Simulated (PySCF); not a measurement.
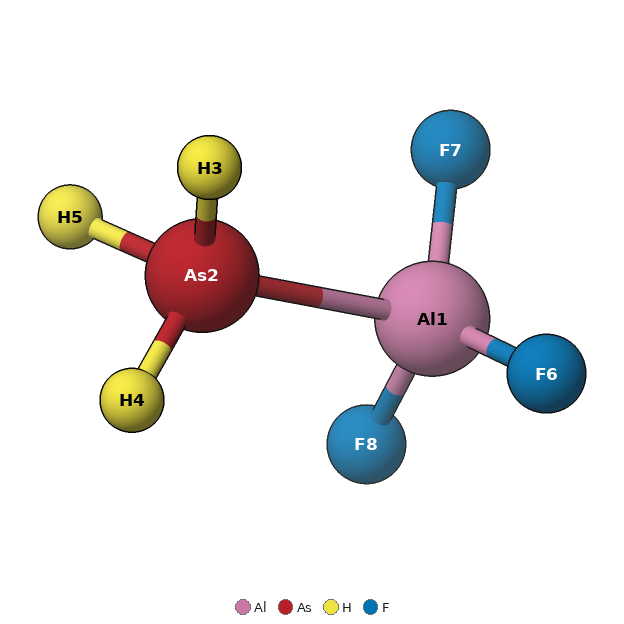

The geometry was computed by an optimisation with PBE0-D3(BJ)/def2-SVP. No frequency run is at hand to confirm it as a minimum. Method: delta-SCF UKS SCAN, pcX-2 on the ionised atom (unc-x2c-TZVPall on a metal), pcseg-1 elsewhere, spin-free X2C (PySCF 2.14.0).

Give the core-electron binding energies (to vacuum; p and d levels without spin–orbit splitting) of Al1 1s, Al1 2p, F6 1s.

```csv
atom,level,binding energy (eV)
Al1,1s,1568.3
Al1,2p,81.5
F6,1s,691.5
```
